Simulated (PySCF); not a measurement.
**C5H8, charge +1, doublet, SMILES `[CH2][CH+]C1CC1`: what the electrons do**

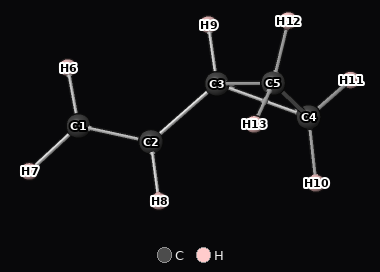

The molecule, with its atoms numbered as below. No frequency check shows the geometry to be a minimum.

Geometry (Å), atoms numbered from 1:

```
C1      -2.2450   -0.0014    0.1082
C2      -0.9713    0.0052   -0.3916
C3       0.1838   -0.0062    0.4313
C4       1.4828    0.7239   -0.0708
C5       1.4834   -0.7215   -0.0873
H6      -2.4362   -0.0146    1.1713
H7      -3.1033    0.0058   -0.5460
H8      -0.8262    0.0202   -1.4664
H9       0.0283   -0.0195    1.5034
H10      1.3861    1.2702   -0.9988
H11      1.9803    1.2607    0.7269
H12      1.9813   -1.2759    0.6980
H13      1.3872   -1.2466   -1.0275
```

## 1. Bonding charge

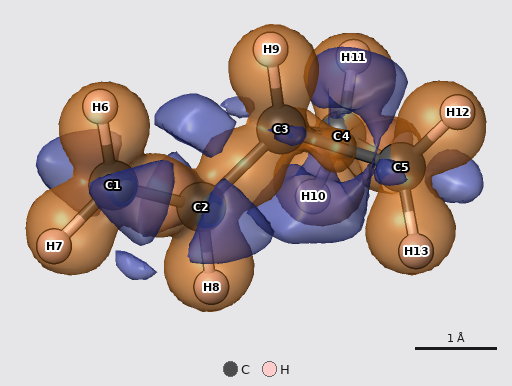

Deformation density (molecule less spherical, spin-averaged free atoms at the same positions), surfaces at ±0.08 e/Å³; orange: gain, blue: loss.

PySCF calculation, PBE0/def2-SVPD, gas phase; geometry: GFN2-xTB. The stability of the open-shell solution wasn't checked. GFN2-xTB doesn't know the spin state, so this open-shell geometry is rough.

Question: How much density has each bond gained at its critical point, relative to the free atoms?

Answer: The five largest and four smallest: C1–H7: +0.80 e/Å³ at the bond critical point (bond length 1.08 Å). C1–H6: +0.79 e/Å³ at the bond critical point (bond length 1.08 Å). C2–H8: +0.78 e/Å³ at the bond critical point (bond length 1.08 Å). C3–H9: +0.77 e/Å³ at the bond critical point (bond length 1.08 Å). C4–H10 and C5–H13: +0.76 e/Å³ at the bond critical point (bond length 1.08 Å). C1–C2: +0.69 e/Å³ at the bond critical point (bond length 1.37 Å). C2–C3: +0.60 e/Å³ at the bond critical point (bond length 1.42 Å). C4–C5: +0.46 e/Å³ at the bond critical point (bond length 1.45 Å). C3–C5 and C3–C4: +0.15 e/Å³ at the bond critical point (bond length 1.57 Å). In all, 2.6 electrons gather in the regions of gain relative to the promolecule of neutral atoms (the regions of loss give up this much and the cation's charge besides).

Question: Where do the Hirshfeld charges lie?

Answer: The highest Hirshfeld charge is on H7 (+0.11 e), the lowest on C4 and C5 (+0.01 e).

## 2. Local ionisation energy

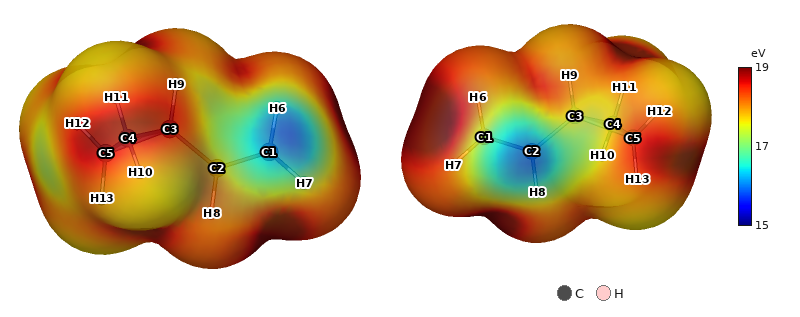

Average local ionisation energy on the surface of electron density 0.001 a.u. (back view left, front view right).

Question: Locate the minima of the map.

Answer: The lowest value is 15.9 eV, over C1, off the plane of its three bonds (2.0 Å), and at like points elsewhere. Further minima include 17.2 eV, off the C4–C5 bond (2.0 Å from its atoms); 17.6 eV, 1.3 Å from H13, and at like points elsewhere. For comparison, the highest occupied orbital lies at −13.4 eV.

## 3. Spin density

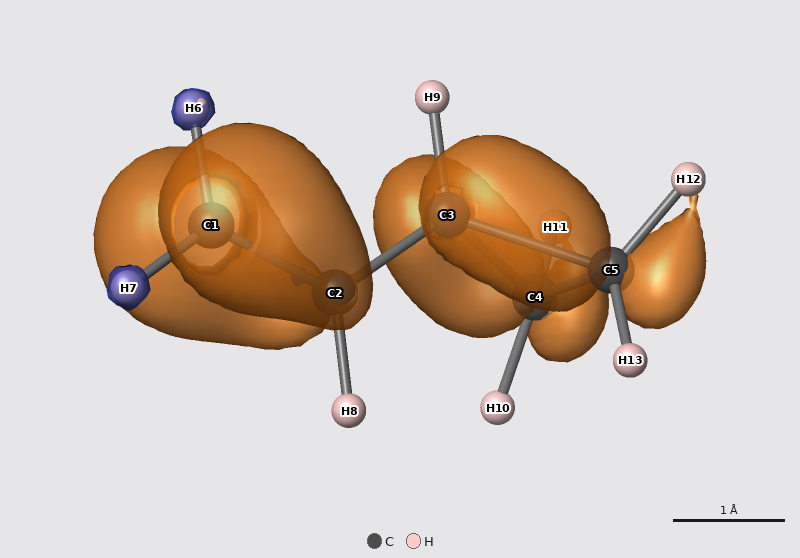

Spin density ρα − ρβ at ±0.03 e/Å³ (orange: excess α, blue: excess β).

Question: Give the atomic spin populations that go with this picture.

Answer: Hirshfeld spin populations: C1 +0.44, C3 +0.16, C2 +0.11 and C4 and C5 +0.10. ⟨S²⟩ = 0.76, against 0.75 for a pure state.

## 4. In an electric field

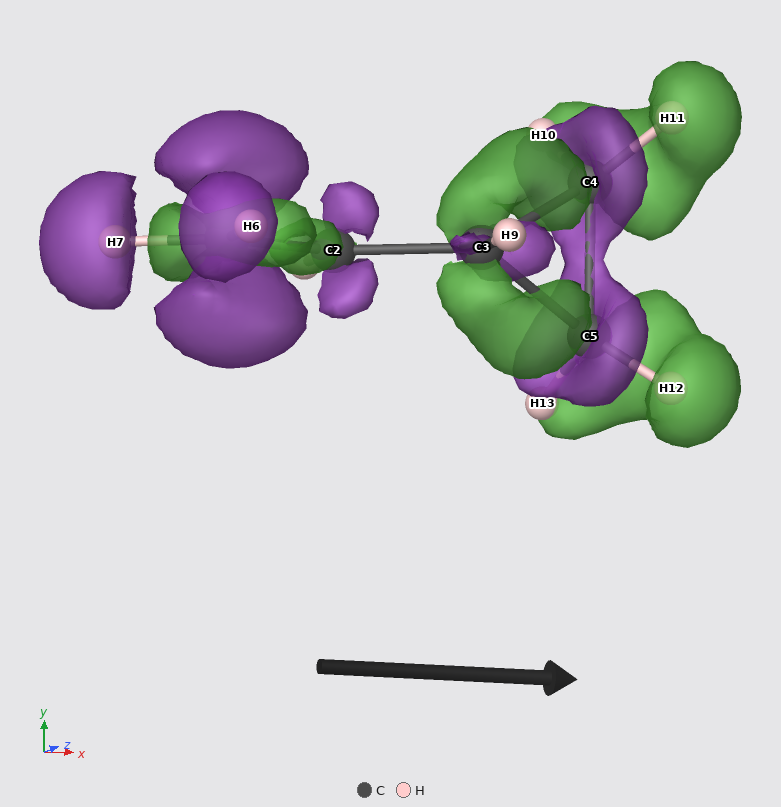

Change of the electron density in a uniform field of 0.10 V/Å along +x (arrow), surfaces at ±0.0015 e/Å³ (purple: gain, green: loss).

PySCF calculation, BP86/def2-SVP, gas phase; geometry: GFN2-xTB. A basis without diffuse functions makes polarisabilities too small. The stability of the open-shell solution wasn't checked. GFN2-xTB doesn't know the spin state, so this open-shell geometry is rough.

The field was applied in both directions; the picture shows the one opposite to the script's first.

Question: How large is the response?

Answer: The induced dipole is 0.45 D (along the field); α along this axis, from the fields in both directions, is 88 bohr³ (13.1 Å³).

## 5. Removing or adding an electron

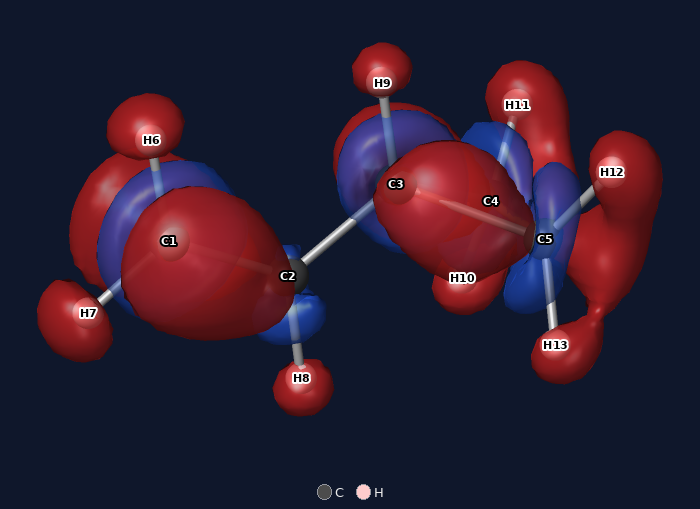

Fukui function f⁻ = ρ(N) − ρ(N−1) at fixed geometry, surfaces at ±0.03 e/Å³ (red positive, blue negative).

PySCF calculation, ωB97X/6-31+G*, gas phase; geometry: GFN2-xTB. GFN2-xTB doesn't know the spin state, so this open-shell geometry is rough.

Question: Which atoms respond most to the removal of an electron?

Answer: f⁻ (Hirshfeld-condensed) is largest on C1 (0.24); the vertical ionisation energy is 15.49 eV (to the singlet dication, which needn't be its lowest state). Condensed values hint at sites of electrophilic attack but needn't mark the atom that reacts. Orbital relaxation makes it negative in places (0.24 e in all).

| atom | f⁻ | charge |
| --- | --- | --- |
| C1 | +0.24 | +0.10 |
| C2 | +0.06 | +0.07 |
| C3 | +0.11 | +0.01 |
| C4 | +0.09 | +0.01 |
| C5 | +0.09 | +0.01 |
| H6 | +0.06 | +0.10 |
| H7 | +0.07 | +0.11 |
| H8 | +0.04 | +0.10 |
| H9 | +0.04 | +0.09 |
| H10 | +0.04 | +0.09 |
| H11 | +0.05 | +0.10 |
| H12 | +0.05 | +0.10 |
| H13 | +0.04 | +0.09 |

The PySCF runs shown took 64 s, 2 min and 100 s on 1 thread of Intel(R) Xeon(R) Processor @ 2.50GHz (Skylake/Cascade Lake) (shared host).
